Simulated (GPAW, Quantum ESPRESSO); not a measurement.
# O K-edge XANES of NaMoO2 (R-3m), part 2 of 2

What does one-electron theory with a core hole give for the O K edge of NaMoO2 (R-3m)?

GPAW 26.7.0; X-ray absorption from dipole matrix elements to empty bands, plane-wave PAW LDA.

So far. Step 2 (Ground state of the crystal): The mesh shows no gap, so the system is treated as a metal and the core electron is put at the Fermi level (neutral cell). Step 3 (Spectrum without a core hole, O atom 3): Main maxima below 24 eV (height): 0.3 eV (1.85), 2.9 eV (2.96), 7.7 eV (1.43), 11.0 eV (1.05) and 14.8 eV (0.99). A K edge sees empty p states; the first features are O p mixed into the empty d states of the Mo neighbours, and the broad ones above probably into the cations' higher empty bands.

**5. Spectrum with XCH, O atom 3**

The holes are 5.5 Å apart. In GPAW the data set carries the hole's charge, so charge=0 means a charged cell and charge=-1 a neutral one. The excited electron is kept in the cell, where it fills the lowest empty states and screens the hole. After the field has converged, empty bands are computed with the density fixed and the dipole matrix elements are summed.

Contents of xas.py:

```python
import numpy as np
from ase import Atoms
from ase.parallel import parprint, paropen
from gpaw import GPAW, PW, FermiDirac, Mixer, MixerDif, setup_paths
from gpaw.test import gen
setup_paths.insert(0, '.')
gen('O', name='fch1s', xcname='LDA', corehole=(1, 0, 1), write_xml=True)
from gpaw.mpi import world
world.barrier()

atoms = Atoms('Mo3Na3O6',
    cell=[[1.6167754, 0.93344571, 5.21931681],
     [-4.85032619, -2.80033713, 0],
     [4.85032619, -2.80033713, 0]],
    scaled_positions=[[0, 0, 0],
     [0, 0.66666667, 0.33333333],
     [0, 0.33333333, 0.66666667],
     [0.5, 0.5, 0],
     [0.5, 0.16666667, 0.33333333],
     [0.5, 0.83333333, 0.66666667],
     [0.20468815, 0.73489605, 0],
     [0.20468815, 0.40156272, 0.33333333],
     [0.20468815, 0.06822938, 0.66666667],
     [0.79531185, 0.26510395, 0],
     [0.79531185, 0.93177062, 0.33333333],
     [0.79531185, 0.59843728, 0.66666667]],
    pbc=True)
atoms.calc = calc = GPAW(legacy_gpaw=True, mode=PW(500, force_complex_dtype=True), xc='LDA', setups={6: 'fch1s'},
    kpts={'size': (4, 4, 4), 'gamma': True}, occupations=FermiDirac(0.1),
    charge=-1, mixer=Mixer(0.1, 5, 50), maxiter=150,
    convergence={'density': 0.0001, 'eigenstates': 1e-6}, txt='scf.txt')
energy = atoms.get_potential_energy() + calc.get_reference_energy()
ef = calc.get_fermi_level()
out = dict(energy=energy, fermi=ef, forces=atoms.get_forces().tolist())
parprint(f'all-electron energy {energy:.4f} eV, Fermi level {ef:.4f} eV')
ev = np.array([[calc.get_eigenvalues(k, s) for k in range(len(calc.get_ibz_k_points()))] for s in range(calc.get_number_of_spins())])
out['homo'], out['lumo'], out['counts'] = ev[ev < ef].max(), ev[ev > ef].min(), sorted(set((ev < ef).sum((0, 2)).tolist()))
out['filled'] = (ev[:, 0] < ef).sum(1).tolist()

from ase.units import Ha
from gpaw.xas import dipole_matrix_elements
nb = int(calc.get_number_of_electrons() / 2) + 102
top, nb = nb, nb + 8 + nb // 12
nscf = calc.fixed_density(kpts={'size': (4, 5, 5), 'gamma': True}, nbands=nb,
    convergence={'bands': top, 'eigenstates': 1e-5}, maxiter=60, txt='nscf.txt')
cell = atoms.cell.array
ops = [cell.T @ U.T @ np.linalg.inv(cell.T) for U in nscf.wfs.kd.symmetry.op_scc]
E = np.arange(-6, 34, 0.1)
fwhm = np.interp(E, [4, 25], [0.9, 3.5])
Y, X, zero, highest = 0, 0, 1e9, 1e9
for spin in range(nscf.get_number_of_spins()):
    wfs = nscf.wfs
    A = dipole_matrix_elements(wfs.setups[6])
    eps = np.zeros((wfs.kd.nibzkpts, nb))
    d = np.zeros((3, A.shape[1], wfs.kd.nibzkpts, nb), complex)
    for kpt in wfs.kpt_u:
        if kpt.s == spin and 6 in kpt.P_ani:
            eps[kpt.k] = kpt.eps_n * Ha
            d[:, :, kpt.k] = (kpt.weight * wfs.nspins / 2) ** 0.5 * np.inner(A, kpt.P_ani[6])
    world.sum(eps)
    world.sum(d)
    T = np.einsum('amkn,bmkn->abkn', d, d.conj()).real
    T = sum(np.einsum('ai,ijkn,bj->abkn', R, T, R) for R in ops) / len(ops)
    empty = eps > ef
    zero, highest = min(zero, eps[empty].min()), min(highest, eps[:, top - 1].min())
    lines = [(eps, T, empty)] if spin == 0 else lines + [(eps, T, empty)]
for eps, T, empty in lines:
    f = np.einsum('aakn->akn', T).reshape(3, -1)
    x = eps.ravel() - zero
    w = np.interp(x, E, fwhm) / 2.35482
    g = np.exp(-0.5 * ((E[:, None] - x) / w) ** 2) / (w * (2 * np.pi) ** 0.5)
    Y = Y + (f * empty.ravel()) @ g.T
    X = X + (f * ~empty.ravel()) @ g.T
out.update(E=E.round(2).tolist(), xas=Y.tolist(), xes=X.tolist(), zero=zero, valid=highest - zero, nk=len(eps), nb=nb)
for i in range(0, len(E), 10):
    parprint(f'{E[i]:7.2f}', *(f'{v:10.3e}' for v in Y[:, i]))
import json
with paropen('out.json', 'w') as f:
    json.dump(out, f)
```

On the command line:

```console
$ OMP_NUM_THREADS=1 mpirun -n 4 gpaw python xas.py
```

Numbers of over 12 decimals in the logs are rounded to 6 here.

Log:

```text
Input parameters:
  charge: -1
  convergence: {density: 0.0001,
                eigenstates: 1e-06}
  kpts: {gamma: True,
         size: (4, 4, 4)}
  maxiter: 150
  mixer: {backend: pulay,
          beta: 0.1,
          method: separate,
          nmaxold: 5,
          weight: 50}
  mode: {ecut: 500.0,
         force_complex_dtype: True,
         name: pw}
  occupations: {fixmagmom: False,
                name: fermi-dirac,
                width: 0.1}
  setups: {6: fch1s}

Initialize ...

[... PAW data sets ...]

Reference energy: -354872.346430  # eV

Spin-paired calculation

[... convergence settings ...]
Symmetries present (total): 1
  [... symmetry matrices ...]

64 k-points: 4 x 4 x 4 Monkhorst-Pack grid + [1/8,1/8,1/8]
36 k-points in the irreducible part of the Brillouin zone
       k-points in crystal coordinates                weights
   0:     0.00000000    0.00000000    0.00000000          1/64
   1:     0.00000000    0.00000000    0.25000000          2/64
   2:     0.00000000    0.00000000    0.50000000          1/64
   3:     0.00000000    0.25000000   -0.25000000          2/64
   4:     0.00000000    0.25000000    0.00000000          2/64
   5:     0.00000000    0.25000000    0.25000000          2/64
   6:     0.00000000    0.25000000    0.50000000          2/64
   7:     0.00000000    0.50000000    0.00000000          1/64
   8:     0.00000000    0.50000000    0.25000000          2/64
   9:     0.00000000    0.50000000    0.50000000          1/64
          ...
  35:     0.50000000    0.50000000    0.50000000          1/64

Wave functions: Plane wave expansion
  Cutoff energy: 500.000 eV
  Number of coefficients (min, max): 3584, 3620
  Pulay-stress correction: 0.000000 eV/Ang^3 (de/decut=0.000000)
  Using FFTW library
  Wavefunction extrapolation:
    Improved wavefunction reuse through dual PAW basis

Occupation numbers: Fermi-Dirac:
  width: 0.1000  # eV

Eigensolver
   Davidson(niter=2)

Densities:
  Coarse grid: 30*30*30 grid
  Fine grid: 60*60*60 grid
  Total Charge: 0.000000

Density mixing:
  Method: separate
  Backend: pulay
  Linear mixing parameter: 0.1
  old densities: 5
  Width of damping distribution: 1.1
  Damping of long wavelength oscillations: 50

[... Hamiltonian set-up ...]
Number of atoms: 12
Number of atomic orbitals: 84
Number of bands in calculation: 64
Number of valence electrons: 100
Bands to converge: occupied

... initialized

Initializing position-dependent things.

Density initialized from atomic densities
Creating initial wave functions:
  64 bands from LCAO basis set

                  O

            ONa     ONa

               Na
        O       O Mo     O

            Mo      Mo

Atomic positions and initial magnetic moments

Positions:
   0 Mo     0.000000    0.000000    0.000000    ( 0.0000,  0.0000,  0.0000)
   1 Mo    -1.616775   -2.800337    0.000000    ( 0.0000,  0.0000,  0.0000)
   2 Mo     1.616775   -2.800337    0.000000    ( 0.0000,  0.0000,  0.0000)
   3 Na    -1.616775   -0.933446    2.609658    ( 0.0000,  0.0000,  0.0000)
   4 Na     1.616775   -0.933446    2.609658    ( 0.0000,  0.0000,  0.0000)
   5 Na     0.000000   -3.733783    2.609658    ( 0.0000,  0.0000,  0.0000)
   6 O     -3.233551   -1.866891    1.068332    ( 0.0000,  0.0000,  0.0000)
   7 O     -0.000000   -1.866891    1.068332    ( 0.0000,  0.0000,  0.0000)
   8 O      3.233551   -1.866891    1.068332    ( 0.0000,  0.0000,  0.0000)
   9 O      0.000000    0.000000    4.150985    ( 0.0000,  0.0000,  0.0000)
  10 O     -1.616775   -2.800337    4.150985    ( 0.0000,  0.0000,  0.0000)
  11 O      1.616775   -2.800337    4.150985    ( 0.0000,  0.0000,  0.0000)

Unit cell:
           periodic     x           y           z      points  spacing
  1. axis:    yes    1.616775    0.933446    5.219317    30     0.1740
  2. axis:    yes   -4.850326   -2.800337    0.000000    30     0.1544
  3. axis:    yes    4.850326   -2.800337    0.000000    30     0.1617

  Lengths:   5.543154   5.600674   5.600674
  Angles:  120.000000  80.305419 109.681563

Effective grid spacing dv^(1/3) = 0.1738

iter:   1  -124.852805
iter:   2  -115.500452   -0.62  -1.08
iter:   3  -109.389196   -0.43  -1.24
iter:   4  -109.113280   -1.26  -1.44
iter:   5  -108.797947   -1.88  -1.46
iter:   6  -108.576170   -2.06  -1.55
iter:   7  -108.521322   -1.74  -1.76
iter:   8  -108.444918   -2.88  -2.19
iter:   9  -108.440775   -2.88  -2.47
iter:  10  -108.436713c  -4.13  -2.62
iter:  11  -108.437439c  -4.22  -2.74
iter:  12  -108.433896c  -4.07  -2.70
iter:  13  -108.433755c  -5.14  -3.06
iter:  14  -108.433673c  -5.24  -3.11
iter:  15  -108.433531c  -5.04  -3.13
iter:  16  -108.433203c  -5.38  -3.35
iter:  17  -108.433143c  -5.55  -3.70
iter:  18  -108.433147c  -6.68c -4.01c

Converged after 18 iterations.

Dipole moment: (-0.359303, -0.207495, -0.265973) |e|*Ang

Energy contributions relative to reference atoms: (reference = -354872.346430)

Kinetic:         +8.150546
Potential:      -27.849888
External:        +0.000000
XC:             -87.332361
Entropy (-ST):   -0.343925
Local:           -1.229482
SIC:             +0.000000
--------------------------
Free energy:   -108.605109
Extrapolated:  -108.433147

Showing only first 2 kpts
 Kpt  Band  Eigenvalues  Occupancy
  0    48      7.22955    1.99866
  0    49      7.82510    1.58930
  0    50      8.04187    0.61384
  0    51      8.07009    0.50070

  1    48      7.43426    1.98968
  1    49      7.84704    1.51305
  1    50      8.10130    0.39283
[...]
Fermi level: 7.96042

No gap
No difference between direct/indirect transitions

Forces in eV/Ang:
  0 Mo   -1.28255   -0.74027   -0.96837
  1 Mo    1.28357   -0.73923   -0.98546
  2 Mo    0.00141    1.48164   -0.98542
  3 Na    0.22851    0.13181    0.15328
  4 Na   -0.00010   -0.26476    0.20499
  5 Na   -0.22938    0.13237    0.20506
  6 O     0.00795    0.00573    1.93299
  7 O    -0.00373   -0.00454    0.41055
  8 O    -0.00563   -0.00007    0.41059
  9 O     0.17130    0.09778   -0.12303
 10 O    -0.01471   -0.17269   -0.11674
 11 O    -0.15725    0.07266   -0.11627
Scalar-relativistic atomic LDA calculation for O (Oxygen, Z=8)
Core hole in 1s state (1s occupation: 1.0)
300 radial gridpoints.
|------------------------------------------------|
|------------------------------------------------|
[... the atom generator's iteration count ...]

Energy contributions:
-------------------------
Kinetic:      +54.046737
XC:            -5.876031
Potential:   -102.458324
-------------------------
Total:        -54.287618

state      eigenvalue         ekin         rmax
-----------------------------------------------
1s^1.0 :   -21.731873    30.611423        0.127
2s^2.0 :    -1.594915     4.066245        0.801
2p^4.0 :    -1.067100     3.825706        0.682
-----------------------------------------------
(units: Bohr and Hartree)

Generating PAW setup
Kinetic energy of the core from tauc = 30.636371
Cutoffs:
rc(s)=1.300
rc(p)=1.130
rc(d)=1.170
rc(vbar)=1.300
rc(comp)=1.260
rc(nct)=1.300

Kinetic energy of the core states: 30.611423
Charge: 1.0
Core electrons: 1.0
Valence electrons: 6.0
Pseudo-core charge: 0.000198
Shape function alpha=6.299
Pseudo-electron charge 5.280306
state    eigenvalue         norm
--------------------------------
2s(2) :    -1.594915     1.065643
*s    :    -0.594915
2p(4) :    -1.067100     0.787205
*p    :    -0.067100
*d    :     0.000000
--------------------------------

Diagonalizing with gridspacing h=0.050

state   all-electron     PAW
-------------------------------
2s:      -1.594915    -1.596334
2p:      -1.067100    -1.073375
*d:                   -0.060686
*f:                   -0.013559
-------------------------------
all-electron energy -354980.7796 eV, Fermi level 7.9604 eV
[...]
31.00  4.060e-05  4.022e-05  5.372e-05
  32.00  4.048e-05  4.006e-05  5.001e-05
  33.00  4.211e-05  4.191e-05  4.701e-05
```

It took 4.4 min on 4 MPI ranks of Arm Neoverse V1, shared host; peak memory 0.55 GiB; 18 min of CPU time.

The O K spectrum, O atom 3, excited-electron core hole (neutral cell) (energy from the lowest empty level; intensity scaled to a mean of 1 over the first 20 eV; polarised curves are means over the symmetry-equivalent atoms):

| E (eV) | isotropic | ε ⊥ c | ε ∥ c |
| --- | --- | --- | --- |
| -2.0 | 0.00 | 0.00 | 0.00 |
| -0.5 | 0.31 | 0.33 | 0.28 |
| 1.0 | 0.30 | 0.29 | 0.31 |
| 2.5 | 2.98 | 3.77 | 1.40 |
| 4.0 | 0.86 | 0.65 | 1.29 |
| 5.5 | 1.29 | 1.33 | 1.23 |
| 7.0 | 1.45 | 1.59 | 1.18 |
| 8.5 | 0.79 | 0.87 | 0.62 |
| 10.0 | 0.87 | 0.96 | 0.68 |
| 11.5 | 0.83 | 0.83 | 0.82 |
| 13.0 | 0.95 | 0.75 | 1.33 |
| 14.5 | 1.04 | 0.82 | 1.49 |
| 16.0 | 0.73 | 0.60 | 0.99 |
| 17.5 | 0.61 | 0.51 | 0.82 |
| 19.0 | 0.59 | 0.55 | 0.66 |
| 20.5 | 0.63 | 0.65 | 0.59 |
| 22.0 | 0.71 | 0.76 | 0.62 |
| 23.5 | 0.74 | 0.88 | 0.48 |
| 25.0 | 0.92 | 1.14 | 0.49 |
| 26.5 | 1.13 | 1.36 | 0.68 |
| 28.0 | 1.10 | 1.22 | 0.86 |
| 29.5 | 0.86 | 0.84 | 0.90 |
| 31.0 | 0.72 | 0.64 | 0.86 |

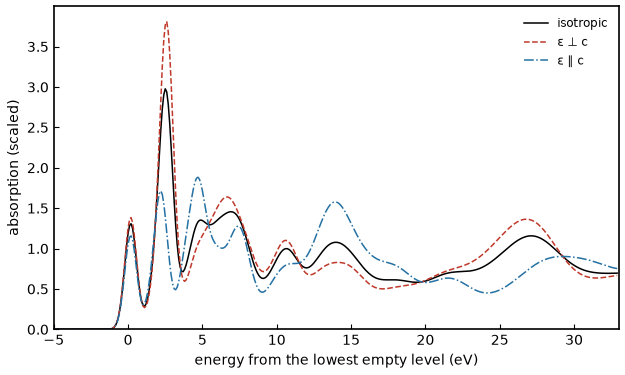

The O K edge, O atom 3, excited-electron core hole (neutral cell): main maxima at 0.2, 2.5 and 6.9 eV.

Main maxima below 24 eV (height): 0.2 eV (1.31), 2.5 eV (2.98), 6.9 eV (1.46), 10.6 eV (1.00) and 14.0 eV (1.08). 

The total-energy difference is 535.08 eV. One term is added: -8.83 eV, since the hole is spin-paired here and a spin-polarised one costs that much less in the free atom (computed apart). The photon energy is then 526.25 eV. The functional leaves an error in such absolute values: in the free atom LDA prices this hole 4.1 eV below PBE (computed apart), and PBE is itself good to a few eV.

**6. With and without the hole**

Both curves are counted from their own zero, so only the shift of weight within the empty states shows.

| E (eV) | no hole | XCH |
| --- | --- | --- |
| -2.0 | 0.00 | 0.00 |
| -1.0 | 0.01 | 0.02 |
| 0.0 | 1.47 | 1.19 |
| 1.0 | 0.38 | 0.30 |
| 2.0 | 0.85 | 1.83 |
| 3.0 | 2.89 | 1.91 |
| 4.0 | 0.65 | 0.86 |
| 5.0 | 1.14 | 1.35 |
| 6.0 | 1.28 | 1.35 |
| 7.0 | 1.38 | 1.45 |
| 8.0 | 1.40 | 1.10 |
| 9.0 | 0.93 | 0.63 |
| 10.0 | 0.79 | 0.87 |
| 11.0 | 1.05 | 0.96 |
| 12.0 | 0.78 | 0.76 |
| 13.0 | 0.71 | 0.95 |
| 14.0 | 0.91 | 1.08 |
| 15.0 | 0.98 | 0.95 |
| 16.0 | 0.83 | 0.73 |
| 17.0 | 0.66 | 0.62 |
| 18.0 | 0.61 | 0.61 |
| 19.0 | 0.56 | 0.59 |
| 20.0 | 0.51 | 0.60 |
| 21.0 | 0.53 | 0.67 |
| 22.0 | 0.57 | 0.71 |
| 23.0 | 0.57 | 0.72 |
| 24.0 | 0.57 | 0.78 |
| 25.0 | 0.63 | 0.92 |
| 26.0 | 0.77 | 1.07 |
| 27.0 | 0.91 | 1.16 |
| 28.0 | 0.97 | 1.10 |
| 29.0 | 0.91 | 0.94 |
| 30.0 | 0.78 | 0.79 |
| 31.0 | 0.67 | 0.72 |
| 32.0 | 0.61 | 0.69 |

With each curve scaled to its own mean, the area from −2 to 6 eV with the hole is 8.1 against 8.0, and the centre of weight from −1 to 20 eV moves by +0.0 eV (first and strongest maxima below 20 eV: 0.3 eV (1.85), 2.9 eV (2.96) and 7.7 eV (1.43) without the hole, 0.2 eV (1.31), 2.5 eV (2.98) and 6.9 eV (1.46) with it); the shape changes all the same, by 29 % r.m.s.

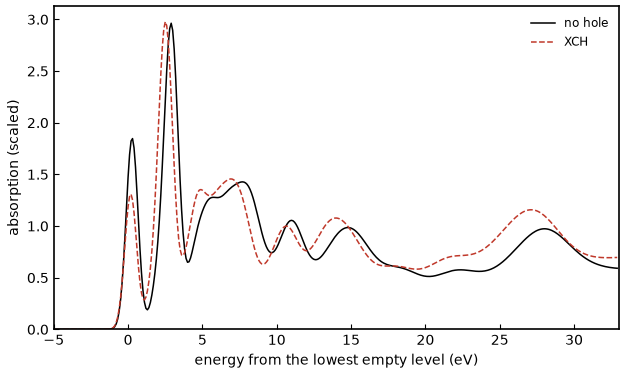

The O K edge with and without the core hole, each from its own zero; the highest intensity below 16 eV lies at 2.5 eV with the hole.

**7. Runs not followed above**

These runs aren't followed: redraws of a spectrum that repeat one shown, runs with a planted fault or a state judged unsound, or a program's part that gave no sound spectrum.

| program | step | status | elapsed |
| --- | --- | --- | --- |
| Quantum ESPRESSO | ground state | converged | 1.9 min |
| Quantum ESPRESSO | no core hole | timeout | 9.4 min |
| Quantum ESPRESSO | supercell ground state | converged | 4.4 min |
| Quantum ESPRESSO | core-hole potential | converged | 0.66 s |
| Quantum ESPRESSO | supercell with XCH | converged | 4.5 min |
| Quantum ESPRESSO | spectrum with XCH | timeout | 12 min |
| Quantum ESPRESSO | supercell with XCH | converged | 4.5 min |
| Quantum ESPRESSO | edge energy | converged | 0 s |

**8. Results**

| Quantity | Value |
| --- | --- |
| absorber and edge | O K, atom 3 of the ground-state input (counted from 1) |
| surroundings | 3 Mo at 2.15 Å and 3 Na at 2.42 Å (distorted octahedral, site symmetry 3m) |
| highest intensity below 16 eV | 2.5 eV above the zero, height 2.98 |
| photon energy of the zero, with the added terms | 526.2 eV (raw 535.1 eV; LDA puts this hole about 4 eV below PBE, itself good to a few eV) |

What this shows: The O K edge of atom 3, with 3 Mo at 2.15 Å and 3 Na at 2.42 Å (distorted octahedral, site symmetry 3m), has its highest intensity of the first 16 eV at 2.5 eV above the zero, near 529 eV in photon energy (LDA puts this hole about 4 eV below PBE, itself good to a few eV), 3.0 times the mean level of the first 20 eV (Gaussian full width 0.9 eV up to 4 eV, rising linearly to 3.5 eV at 25 eV). With each curve scaled to its own mean, the area from −2 to 6 eV with the hole is 8.1 against 8.0, and the centre of weight from −1 to 20 eV moves by +0.0 eV (first and strongest maxima below 20 eV: 0.3 eV (1.85), 2.9 eV (2.96) and 7.7 eV (1.43) without the hole, 0.2 eV (1.31), 2.5 eV (2.98) and 6.9 eV (1.46) with it); the shape changes all the same, by 29 % r.m.s. At the O K edge of atom 3 polarisation matters most near 2.7 eV, where the curves differ by 2.7 on this scale. The same cell was also set up in Quantum ESPRESSO; that part failed, was judged unsound or used a data set known to give false states; its runs are listed without their results. 1 further run of this session is left out of this account as redundant. The primitive cell holds an odd number of electrons, so a spin-paired run has to come out metallic; that is right for a metal, but some such compounds are magnetic or distorted insulators. The holes are only 5.5 Å apart, so the shape is probably not converged with cell size; no larger cell was run here. The mesh is coarse (0.30 Å⁻¹ between points), so small maxima may be mesh ripples. Lifetime broadening is put in by hand, and intensities beyond about 20 eV depend on it and on the partial waves; weight that the partial waves miss at high energy is lost. The structure is a computed Materials Project entry and may be a hypothetical form.

[Banner, clock and machine lines of the logs are left out without a mark of their own.]

[Logs are printed without paths, hosts, clocks, repeated set-up lines and the standing remarks that a program may print on its own settings, such as how far it seeks lower states.]

[Hosts, paths, dates, database ids (printed as entryN), source tags and the programs' standing remarks are cut or masked in the printed files.]

[Lists of maxima count a maximum above −3 eV only where it reaches 4 % of the highest in the window and stands out from its surroundings by 2 % of it (1.5 % where it reaches 55 %); shoulders and weaker maxima are passed over, and of the rest the first, up to two pre-edge ones and the few strongest are named.]
